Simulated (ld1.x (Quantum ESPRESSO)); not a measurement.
# Pseudopotential generation for copper: ultrasoft, PBE

Do these settings give a usable potential? It is generated, then checked for transferability, scattering, ghosts and hardness.

Method: ld1.x (Quantum ESPRESSO) 7.5, PBE, scalar-relativistic.

**1. The design**

The settings as typed:

```
element                 : copper (Cu, Z = 29)
type                    : ultrasoft
frozen core             : [Ar]
valence charge          : 11
reference configuration : 3d10 4s1 4p0
partial waves           : 4s (bound): rcut 1.90, rcutus 2.00 bohr; 4s channel at 3.3 Ry: rcut 1.90, rcutus 2.00 bohr; 4p (bound, empty): rcut 3.50, rcutus 4.40 bohr; 4p channel at 3.55 Ry: rcut 3.50, rcutus 4.40 bohr; 3d (bound): rcut 0.90, rcutus 1.15 bohr; 3d channel at 2.5 Ry: rcut 0.90, rcutus 1.15 bohr
local potential         : all-electron potential smoothed inside 2.45 bohr (lloc = -1)
core correction         : not asked for
augmentation charge     : PSQ, inside the norm-conserving radii
```

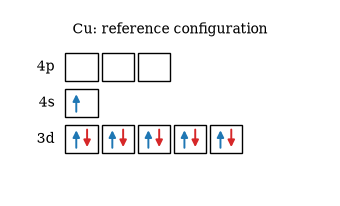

The outer shells as boxes. The arrows follow Hund's rule for the drawing; the calculation itself is spin-unpolarised.

An earlier all-electron run gives the scale for the radii.

All-electron outer shells of the reference configuration (PBE, scalar-relativistic, ld1.x):

| shell | level (eV) | outermost node (bohr) | outermost maximum (bohr) |
| --- | --- | --- | --- |
| 3s | -114.70 | 0.29 | 0.61 |
| 3p | -72.14 | 0.26 | 0.62 |
| 3d | -5.04 | – | 0.60 |
| 4s | -4.61 | 0.89 | 2.27 |
| 4p | -0.70 | 0.97 | 3.65 |

**2. The generation run**

File Cu.in:

```
 &input
   title='Cu', zed=29., rel=1, dft='PBE', iswitch=3,
   config='[Ar] 3d10 4s1 4p0',
   nld=3, rlderiv=4.75, eminld=-2.0, emaxld=5.0, deld=0.02
 /
 &inputp
   pseudotype=3, tm=.true., lloc=-1, rcloc=2.45,
   nlcc=.false.,
   which_augfun='PSQ', rmatch_augfun_nc=.true.,
   file_pseudopw='Cu.UPF', file_wfcaegen='ae.wfc', file_wfcncgen='nc.wfc', file_beta='beta', file_chi='chi', file_wfcusgen='us.wfc'
 /
6
4S  1  0   1.00   0.00  1.90  2.00  0.0
4S  1  0   0.00   3.30  1.90  2.00  0.0
4P  2  1   0.00   0.00  3.50  4.40  0.0
4P  2  1   0.00   3.55  3.50  4.40  0.0
3D  3  2  10.00   0.00  0.90  1.15  0.0
3D  3  2   0.00   2.50  0.90  1.15  0.0
 &test
   configts(1)='3d10 4s1 4p0'
 /
```

Run with:

```bash
$ ld1.x < Cu.in > Cu.out
```

Output in Cu.out (without the banner and most projector matrices):

```text
     Program LD1 v.7.5
     --------------------------- All-electron run ----------------------------

     Cu
     scalar relativistic calculation

     atomic number is 29.00
     dft =PBE   lsd =0 sic =0 latt =0  beta=0.20 tr2=1.0E-14
     Exchange-correlation= PBE
                           (   1   4   3   4   0   0   0)
     mesh =1199 r(mesh) = 100.25372 a.u. xmin = -7.00 dx = 0.01250
     1 Ry =  13.60569312 eV, c = 137.03599908

     n l     nl                  e(Ry)          e(Ha)          e(eV)
     1 0     1S 1( 2.00)      -650.5489      -325.2745     -8851.1694
     2 0     2S 1( 2.00)       -78.0904       -39.0452     -1062.4738
     2 1     2P 1( 6.00)       -67.3965       -33.6983      -916.9763
     3 0     3S 1( 2.00)        -8.4305        -4.2153      -114.7030
     3 1     3P 1( 6.00)        -5.3024        -2.6512       -72.1430
     3 2     3D 1(10.00)        -0.3703        -0.1851        -5.0378
     4 0     4S 1( 1.00)        -0.3388        -0.1694        -4.6093
     4 1     4P 1( 0.00)        -0.0512        -0.0256        -0.6967

     final scf error:  5.3E-15 reached in  32 iterations

     Etot =   -3309.701531 Ry,   -1654.850765 Ha,  -45030.783357 eV

     Ekin =    3358.932341 Ry,    1679.466170 Ha,   45700.602648 eV
     Encl =   -7969.314771 Ry,   -3984.657386 Ha, -108428.051175 eV
     Eh   =    1435.751702 Ry,     717.875851 Ha,   19534.397054 eV
     Exc  =    -135.070802 Ry,     -67.535401 Ha,   -1837.731883 eV

     normalization and overlap integrals

     s(1S/1S) =  1.000000  <r> =   0.0521  <r2> =    0.0037  r(max) =   0.0341
     s(2S/2S) =  1.000000  <r> =   0.2352  <r2> =    0.0653  r(max) =   0.1960
     s(2P/2P) =  1.000000  <r> =   0.2064  <r2> =    0.0523  r(max) =   0.1585
     s(3S/3S) =  1.000000  <r> =   0.7119  <r2> =    0.5863  r(max) =   0.6112
     s(3P/3P) =  1.000000  <r> =   0.7494  <r2> =    0.6650  r(max) =   0.6189
     s(3D/3D) =  1.000000  <r> =   1.0474  <r2> =    1.5756  r(max) =   0.6036
     s(4S/4S) =  1.000000  <r> =   2.9362  <r2> =   10.2155  r(max) =   2.2710
     s(4P/4P) =  1.000000  <r> =   5.1791  <r2> =   33.4210  r(max) =   3.6517

     ------------------------ End of All-electron run ------------------------

     --------------------- Generating US pseudopotential ---------------------

      Generating local potential from pseudized AE potential:
      Matching radius rcloc =   2.4500

      Local pseudo, rcloc= 2.479 Estimated cut-off energy=     3.96 Ry
      Wfc-us  4S rcutus= 1.979  Estimated cut-off energy=    10.92 Ry
      Wfc-us  4S rcutus= 1.979  Estimated cut-off energy=    18.18 Ry
      Wfc-us  4P rcutus= 4.405  Estimated cut-off energy=     3.92 Ry
      Wfc-us  4P rcutus= 4.405  Estimated cut-off energy=     7.91 Ry
      Wfc-us  3D rcutus= 1.142  Estimated cut-off energy=    88.07 Ry
      Wfc-us  3D rcutus= 1.142  Estimated cut-off energy=   129.57 Ry

     Q pseudized with Bessel functions
     Expected ecutrho=     523.1777 due to l1=  2   l2=  2

     ------------------- End of pseudopotential generation -------------------

     [... the all-electron block is printed once more ...]


     Computing logarithmic derivative in   4.77777
     Computing logarithmic derivative in   4.77777
     Computing the partial wave expansion
     R is outside the sphere for l=    0 j= 0.00
     R is outside the sphere for l=    0 j= 0.00
     R is outside the sphere for l=    1 j= 0.00
     R is outside the sphere for l=    1 j= 0.00
     R is outside the sphere for l=    2 j= 0.00
     R is outside the sphere for l=    2 j= 0.00

     ---------------------- Testing the pseudopotential ----------------------

     Cu
     scalar relativistic calculation

     atomic number is 29.00   valence charge is 11.00
     dft =PBE   lsd =0 sic =0 latt =0  beta=0.20 tr2=1.0E-14
     mesh =1199 r(mesh) = 100.25372 xmin = -7.00 dx = 0.01250

     n l     nl             e AE (Ry)        e PS (Ry)    De AE-PS (Ry)
     3 2     3D   1(10.00)       -0.37027       -0.37027        0.00000
     1 0     4S   1( 1.00)       -0.33878       -0.33878        0.00000
     2 1     4P   1( 0.00)       -0.05121       -0.05121       -0.00000

     eps = 4.3E-15  iter =  6

     Etot =   -3309.701531 Ry,   -1654.850765 Ha,  -45030.783357 eV
     Etotps =   -99.567055 Ry,     -49.783528 Ha,   -1354.678800 eV

     Ekin =      68.755484 Ry,      34.377742 Ha,     935.466020 eV
     Encl =    -206.903078 Ry,    -103.451539 Ha,   -2815.059783 eV
     Ehrt =     100.244415 Ry,      50.122207 Ha,    1363.894743 eV
     Ecxc =     -15.726475 Ry,      -7.863237 Ha,    -213.969592 eV
     Epseu=     -45.937402 Ry,     -22.968701 Ha,    -625.010188 eV

     ---------------------- End of pseudopotential test ----------------------
```

It took 1.7 s on 1 thread of Neoverse-V1, shared host. (Generation and the later configuration tests together.)

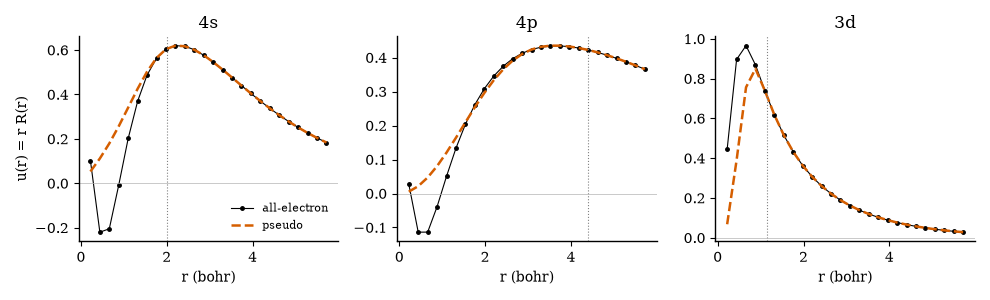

All-electron and pseudo partial waves (4s, 4p, 3d), with the matching radii dotted. The curves join 26 sampled radii, too few to resolve the innermost nodes.

**3. Configuration tests**

File Cu.test.in:

```
 &input
   title='Cu', zed=29., rel=1, dft='PBE', iswitch=2,
   config='[Ar] 3d10 4s1 4p0'
 /
 &test
   file_pseudo='Cu.UPF', nconf=8,
   configts(1)='3d10 4s1 4p0',
   configts(2)='3d10 4s0 4p0',
   configts(3)='3d9 4s0 4p0',
   configts(4)='3d8 4s0 4p0',
   configts(5)='3d10 4s0 4p1',
   configts(6)='3d9 4s1 4p1',
   configts(7)='3d10 4s0.5 4p0',
   configts(8)='3d9 4s2 4p0'
 /
```

Run with:

```bash
$ ld1.x < Cu.test.in > Cu.test.out
```

Cu.test.out, the pseudopotential blocks, each with the warnings that came before it:

```text
     ---------------------- Testing the pseudopotential ----------------------

     Cu
     scalar relativistic calculation

     atomic number is 29.00   valence charge is 11.00
     dft =PBE   lsd =0 sic =0 latt =0  beta=0.20 tr2=1.0E-14
     mesh =1199 r(mesh) = 100.25372 xmin = -7.00 dx = 0.01250

     n l     nl             e AE (Ry)        e PS (Ry)    De AE-PS (Ry)
     3 2     3D   1(10.00)       -0.37027       -0.37027        0.00000
     1 0     4S   1( 1.00)       -0.33878       -0.33878        0.00000
     2 1     4P   1( 0.00)       -0.05121       -0.05121       -0.00000

     eps = 4.4E-15  iter =  6

     Etot =   -3309.701531 Ry,   -1654.850765 Ha,  -45030.783357 eV
     Etotps =   -99.567055 Ry,     -49.783528 Ha,   -1354.678799 eV

     Ekin =      68.755484 Ry,      34.377742 Ha,     935.466021 eV
     Encl =    -206.903078 Ry,    -103.451539 Ha,   -2815.059783 eV
     Ehrt =     100.244415 Ry,      50.122207 Ha,    1363.894742 eV
     Ecxc =     -15.726475 Ry,      -7.863237 Ha,    -213.969592 eV
     Epseu=     -45.937402 Ry,     -22.968701 Ha,    -625.010188 eV

     ---------------------- End of pseudopotential test ----------------------

     ---------------------- Testing the pseudopotential ----------------------

     Cu
     [...]
     n l     nl             e AE (Ry)        e PS (Ry)    De AE-PS (Ry)
     3 2     3D   1(10.00)       -1.00387       -1.00059       -0.00328
     1 0     4S   1( 0.00)       -0.87409       -0.87214       -0.00195
     2 1     4P   1( 0.00)       -0.48142       -0.48198        0.00056

     eps = 1.8E-15  iter =  9

     Etot =   -3309.102669 Ry,   -1654.551334 Ha,  -45022.635421 eV
     Etotps =   -98.968798 Ry,     -49.484399 Ha,   -1346.539098 eV
     dEtot_ae =       0.598862 Ry
     dEtot_ps =       0.598257 Ry,   Delta E=       0.000605 Ry

     [...]
     ---------------------- End of pseudopotential test ----------------------

     ---------------------- Testing the pseudopotential ----------------------

     Cu
     [...]
     n l     nl             e AE (Ry)        e PS (Ry)    De AE-PS (Ry)
     3 2     3D   1( 9.00)       -2.17762       -2.17794        0.00031
     1 0     4S   1( 0.00)       -1.64243       -1.63260       -0.00983  !
     2 1     4P   1( 0.00)       -1.12816       -1.13093        0.00277

     eps = 1.0E-16  iter =  9

     Etot =   -3307.534761 Ry,   -1653.767381 Ha,  -45001.302955 eV
     Etotps =   -97.403467 Ry,     -48.701734 Ha,   -1325.241682 eV
     dEtot_ae =       2.166770 Ry
     dEtot_ps =       2.163588 Ry,   Delta E=       0.003181 Ry

     [...]
     ---------------------- End of pseudopotential test ----------------------

     Warning: n=3, l=2 expected 0 nodes, found 1
     ---------------------- Testing the pseudopotential ----------------------

     Cu
     [...]
     n l     nl             e AE (Ry)        e PS (Ry)    De AE-PS (Ry)
     3 2     3D   1( 8.00)       -3.59499       -3.62029        0.02530  !
     1 0     4S   1( 0.00)       -2.53770       -2.51592       -0.02179  !
     2 1     4P   1( 0.00)       -1.91536       -1.92948        0.01411  !

     eps = 3.7E-15  iter = 10

     Etot =   -3304.666857 Ry,   -1652.333428 Ha,  -44962.283127 eV
     Etotps =   -94.524870 Ry,     -47.262435 Ha,   -1286.076379 eV
     dEtot_ae =       5.034674 Ry
     dEtot_ps =       5.042185 Ry,   Delta E=      -0.007511 Ry

     [...]
     ---------------------- End of pseudopotential test ----------------------

     ---------------------- Testing the pseudopotential ----------------------

     Cu
     [...]
     n l     nl             e AE (Ry)        e PS (Ry)    De AE-PS (Ry)
     3 2     3D   1(10.00)       -0.52571       -0.52298       -0.00272
     1 0     4S   1( 0.00)       -0.44612       -0.44439       -0.00173
     2 1     4P   1( 1.00)       -0.12603       -0.12598       -0.00006

     eps = 4.1E-15  iter = 14

     Etot =   -3309.397502 Ry,   -1654.698751 Ha,  -45026.646835 eV
     Etotps =   -99.263716 Ry,     -49.631858 Ha,   -1350.551659 eV
     dEtot_ae =       0.304029 Ry
     dEtot_ps =       0.303339 Ry,   Delta E=       0.000689 Ry

     [...]
     ---------------------- End of pseudopotential test ----------------------

     ---------------------- Testing the pseudopotential ----------------------

     Cu
     [...]
     n l     nl             e AE (Ry)        e PS (Ry)    De AE-PS (Ry)
     3 2     3D   1( 9.00)       -0.85163       -0.85687        0.00524  !
     1 0     4S   1( 1.00)       -0.52491       -0.52192       -0.00299
     2 1     4P   1( 1.00)       -0.15499       -0.15487       -0.00011

     eps = 5.1E-16  iter = 14

     Etot =   -3309.200967 Ry,   -1654.600483 Ha,  -45023.972836 eV
     Etotps =   -99.064570 Ry,     -49.532285 Ha,   -1347.842141 eV
     dEtot_ae =       0.500564 Ry
     dEtot_ps =       0.502485 Ry,   Delta E=      -0.001921 Ry

     [...]
     ---------------------- End of pseudopotential test ----------------------

     ---------------------- Testing the pseudopotential ----------------------

     Cu
     [...]
     n l     nl             e AE (Ry)        e PS (Ry)    De AE-PS (Ry)
     3 2     3D   1(10.00)       -0.67108       -0.66996       -0.00112
     1 0     4S   1( 0.50)       -0.59517       -0.59465       -0.00052
     2 1     4P   1( 0.00)       -0.25132       -0.25157        0.00025

     eps = 4.6E-15  iter =  9

     Etot =   -3309.469123 Ry,   -1654.734561 Ha,  -45027.621283 eV
     Etotps =   -99.334724 Ry,     -49.667362 Ha,   -1351.517765 eV
     dEtot_ae =       0.232408 Ry
     dEtot_ps =       0.232332 Ry,   Delta E=       0.000076 Ry

     [...]
     ---------------------- End of pseudopotential test ----------------------

     ---------------------- Testing the pseudopotential ----------------------

     Cu
     [...]
     n l     nl             e AE (Ry)        e PS (Ry)    De AE-PS (Ry)
     3 2     3D   1( 9.00)       -0.69958       -0.70795        0.00837  !
     1 0     4S   1( 2.00)       -0.42717       -0.42670       -0.00046
     2 1     4P   1( 0.00)       -0.08609       -0.08604       -0.00004

     eps = 3.2E-15  iter = 15

     Etot =   -3309.556741 Ry,   -1654.778371 Ha,  -45028.813395 eV
     Etotps =   -99.418839 Ry,     -49.709419 Ha,   -1352.662213 eV
     dEtot_ae =       0.144790 Ry
     dEtot_ps =       0.148216 Ry,   Delta E=      -0.003427 Ry

     [...]
     ---------------------- End of pseudopotential test ----------------------
```

Energies count from the reference configuration 3d10 4s1 4p0; the error is all-electron less pseudo. A star marks tests that logged a warning.

| valence configuration | charge | ΔE all-electron (eV) | error AE − PS (meV) |
| --- | --- | --- | --- |
| 3d10 4s0 4p0 | +1 | 8.148 | +8.2 |
| 3d9 4s0 4p0 | +2 | 29.480 | +43 |
| 3d8 4s0 4p0 * | +3 | 68.500 | -102 |
| 3d10 4s0 4p1 | 0 | 4.137 | +9.4 |
| 3d9 4s1 4p1 | 0 | 6.811 | -26 |
| 3d10 4s0.5 4p0 | +0.5 | 3.162 | +1.0 |
| 3d9 4s2 4p0 | 0 | 1.970 | -47 |

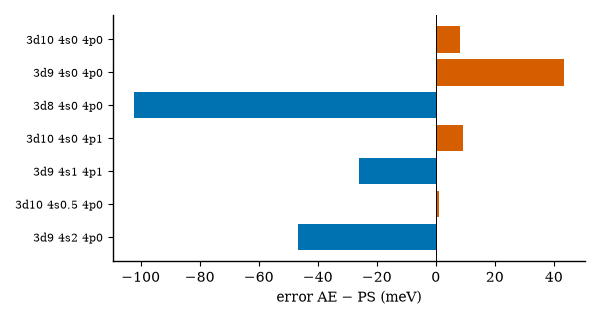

Error of the potential in each test configuration.

**4. Logarithmic derivatives**

Taken from the files of the generation run. The phase is arctan(r·u′/u) with u = r·R, unwrapped, with energies in Ry. A pole is an energy at which the radial function vanishes at the test radius. The pseudo phase is shifted by a multiple of π to meet the all-electron one at the reference energy. Levels narrower than the energy grid can be missing from the poles. The last column is the largest difference on the grid between −1 and +1 Ry.

```tsv
channel	radius (bohr)	reference (Ry)	poles AE	poles PS	window around the reference with phases within 0.05 rad (Ry)	largest difference near zero (rad)
s	4.78	-0.34	-0.23, 1.56, 4.51	-0.23, 1.56, 4.50	the whole range	0.001
p	4.78	-0.05	0.25, 2.09	0.25, 2.08	the whole range	0.014
d	4.78	-0.37	-0.37, 1.04, 3.13	-0.37, 1.04, 3.13	below 4.4	0.002
```

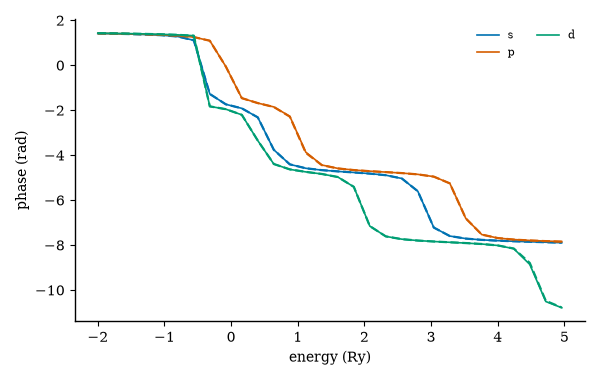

Phases by channel: all-electron solid, pseudo dashed.

**5. Plane-wave convergence, by spherical Bessel functions**

This step uses the generator's waves and projectors in a separate script. Basis: spherical Bessel functions vanishing at 20 bohr, q² up to the cutoff; potential fixed at the reference.

All-electron valence levels (Ry): 4s -0.3388, 4p -0.0512, 3d -0.3703. The lowest levels of each channel (Ry) by cutoff; the last column sums, over occupied levels, occupation times the distance from the level at 400 Ry. A positive value at high cutoff is not a bound level.

| cutoff (Ry) | s #1 | p #1 | d #1 | f #1 | Σ f·Δε (mRy) |
| --- | --- | --- | --- | --- | --- |
| 8 | -0.3379 | -0.0511 | 0.0630 | 0.1122 | 4333.7 |
| 15 | -0.3387 | -0.0511 | 0.0628 | 0.1122 | 4330.8 |
| 21 | -0.3388 | -0.0511 | 0.0624 | 0.1122 | 4326.6 |
| 35 | -0.3388 | -0.0511 | 0.0287 | 0.1122 | 3990.0 |
| 50 | -0.3388 | -0.0511 | -0.2752 | 0.1122 | 951.2 |
| 60 | -0.3388 | -0.0511 | -0.3405 | 0.1122 | 297.8 |
| 90 | -0.3388 | -0.0511 | -0.3691 | 0.1122 | 11.9 |
| 110 | -0.3388 | -0.0511 | -0.3695 | 0.1122 | 8.5 |
| 120 | -0.3388 | -0.0511 | -0.3698 | 0.1122 | 4.9 |
| 160 | -0.3388 | -0.0511 | -0.3702 | 0.1122 | 1.2 |
| 180 | -0.3388 | -0.0511 | -0.3702 | 0.1122 | 0.9 |
| 230 | -0.3388 | -0.0511 | -0.3703 | 0.1122 | 0.2 |
| 400 | -0.3388 | -0.0511 | -0.3703 | 0.1122 | 0.0 |

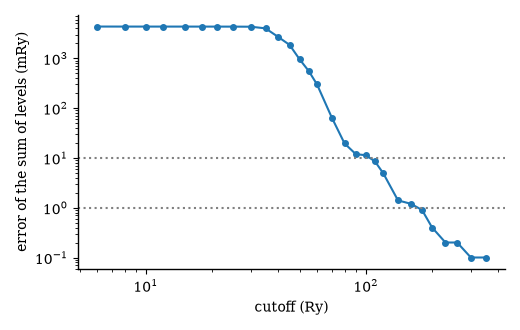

Occupation-weighted error of the valence levels against the cutoff; the dotted lines mark 10 and 1 mRy.

The sum stays within 10 mRy from 110 Ry and within 1 mRy from 180 Ry. The sum leaves out empty levels, which can need more. Ghost test: no level below the all-electron spectrum of its channel (s, p, d, f tested).

**6. Results**

| quantity | value |
| --- | --- |
| cutoffs for 10 and 1 mRy, occupied levels | 110 Ry and 180 Ry |
| bound ghosts | none found |
| largest test error (AE − PS) | -102 meV, for 3d8 4s0 4p0 (this test logged a warning) |
| largest phase difference near zero energy, channels read | 0.014 rad |
| lowest eigenvalue of the overlap (Bessel basis) | 0.491 (s) |
| density cutoff estimated by the generator | 523 Ry |

What this shows: The worst unpolarised test, 3d8 4s0 4p0, is off by 102 meV on 68.5 eV; by total energies transferability rates as fair for so large an energy. That test lies far up in energy; among those under 40 eV, nearer to bonding, the largest error is 47 meV. It counts as hard, with 110 Ry needed at the looser tolerance. The slowest occupied level is 3d: taken alone it needs 110 Ry to come within 1 mRy, against 8 Ry for 4s. No bound ghost shows below the valence levels. Near zero energy the phases of the channels with partial waves agree within 0.014 rad. All of this concerns the isolated atom, not yet a solid.
